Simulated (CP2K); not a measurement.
Consider chlorocyclopropane at its PBE geometry (Å).

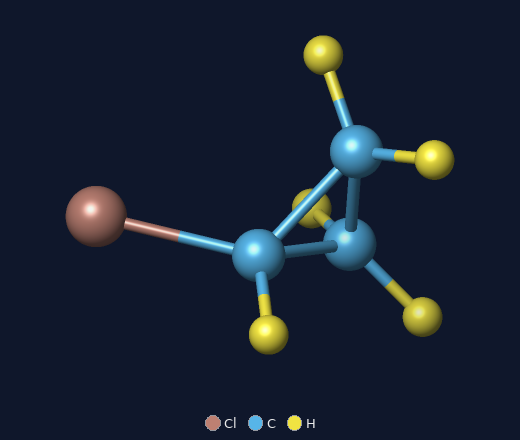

The molecule (chlorine pink, carbon blue, hydrogen yellow).

```xyz
9

Cl    2.1862   -0.0613   -0.6848
C     0.7356   -0.0425    0.3364
C    -0.5114   -0.7357   -0.1348
C    -0.4516    0.7816   -0.0774
H     1.0041   -0.0920    1.3895
H    -1.1017   -1.2703    0.6086
H    -0.4814   -1.1993   -1.1190
H    -0.9991    1.3054    0.7055
H    -0.3808    1.3141   -1.0240
```

Method: CP2K XAS_TDP, all-electron GAPW, PBEh(45%), aug-pc-1, TDA, GW2X-corrected core level, no relativity.

**Question.** Where do the C K-edge lines lie, and how strong are they?

Leading lines: C2 288.75 eV and C3 289.70 eV. The leading line of an atom is its first one with 35 % of the strongest within 2.5 eV of its lowest line over the strength cut. Core ionisation energies at this level: C2 292.75 and C3 291.81 eV.

The first six lines of each atom with a strength over 0.0015:

```tsv
atom	energy (eV)	states	strength, one atom	above the computed threshold
C2 (bonded to 2 C, Cl and H)	288.75	1	0.0538	
	290.61	1	0.0106	
	291.49	1	0.0417	
	291.73	1	0.0015	
	292.70	1	0.0074	
	292.88	1	0.0043	yes
C3 (bonded to 2 C and 2 H), 2 alike	289.70	1	0.0129	
	289.75	1	0.0117	
	290.31	1	0.0161	
	290.53	1	0.0062	
	290.93	1	0.0175	
	291.08	1	0.0025
```

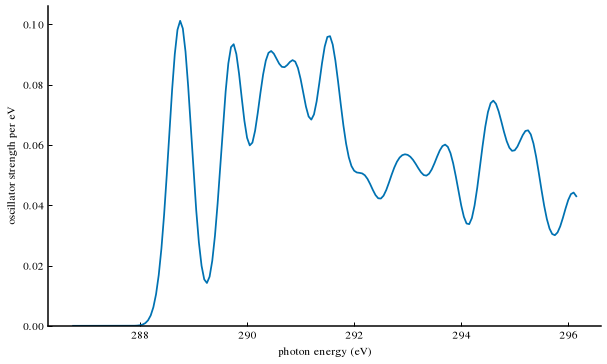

All atoms added, broadened by 0.5 eV.

Lines are vertical, at one geometry, with no vibrational structure. GW2X ionisation energies and lines can be off by 1 to 2 eV either way, and a good line position may hide errors that cancel. These values hold no scalar relativity, about 0.1 eV for C 1s. Rydberg lines, and the discretised continuum above threshold, depend on the basis and the box.

[Banner, clock and machine lines of the logs are left out without a mark of their own.]

[Logs are printed without paths, hosts, clocks, repeated set-up lines and the standing remarks that a program may print on its own settings, such as how far it seeks lower states.]

[Hosts, paths, dates, database ids (printed as entryN), source tags and the programs' standing remarks are cut or masked in the printed files.]
